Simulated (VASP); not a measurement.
Band structure of TiO2 (space group I4_1/amd). Level of theory: PBE GGA, VASP's PBE PAW potentials (set 64) (plane waves; VASP).

The path is coarsely sampled, so an indirect gap can come out somewhat too large.

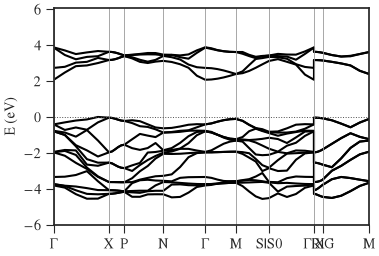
Figure: Bands along high-symmetry lines, zero at the valence-band maximum or, without a gap, the Fermi level

Question: Read the plot: is there a gap, and where are the band edges?

Answer: The gap is indirect, 2.07 eV, from the valence maximum at Γ-X at 0.80 to the conduction minimum at Γ.

The structure comes from a computed database's TiO2 entry; how it stands against other phases isn't given here. The cell was not relaxed at this level.
